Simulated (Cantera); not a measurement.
Charge: 1 mol C, 1.8 mol O2, at 1 atm.

Equilibrium computed with Cantera from the NASA thermochemical tables; the gas is ideal and each condensed phase is pure. Candidate condensed phases: C; 23 gas species. Ions and electrons are included (thermal ionisation). Rates play no part.

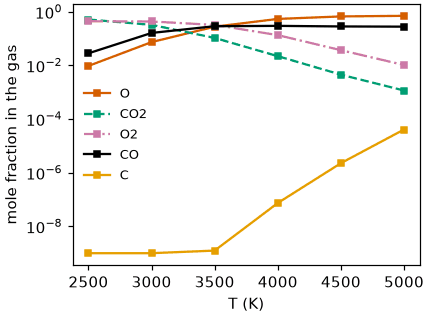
Figure: Equilibrium gas composition (values under 1e-9 drawn at 1e-9)

**Question.** Read off the mole fractions at 3500 K.

**Answer.** O2 about 0.32, CO about 0.29, O about 0.28, CO2 about 0.11.
